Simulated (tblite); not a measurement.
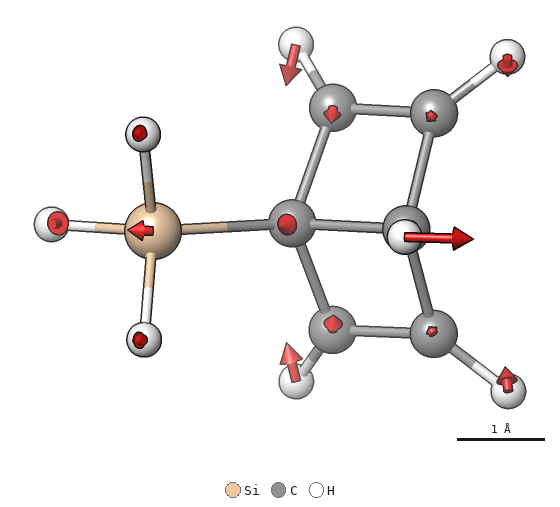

A relaxation of C6H8Si. The starting structure is drawn; red arrows show the displacements, magnified 5 times. The two geometries are superimposed by the best rigid fit.

A ball-and-stick model, seen at a tilt.

The calculation used GFN2-xTB geometry optimisation, gas phase in tblite 0.8.0. 

Atoms of which element are displaced furthest, and by how much?

Hydrogen: up to 0.17 Å, against 0.07 Å for carbon.

What happened in the run?

The largest move after the best rigid fit is that of an H atom, 0.17 Å. By element the largest moves are H 0.17 Å, C 0.07 Å, Si 0.06 Å. Among the contacts that change: C–C 1.528 → 1.567 Å, C–C 1.364 → 1.329 Å, H–Si 1.492 → 1.463 Å, C–H 1.092 → 1.074 Å. Among the angles between lasting bonds that change: C–C–H 118.8° → 124.5°, C–C–C 116.8° → 112.6°, Si–C–C 119.5° → 122.9°. After 40 geometry steps the energy has fallen by 0.169 eV. The run took 0.2 s on 1 thread of Arm Neoverse V2, with other jobs on the host.
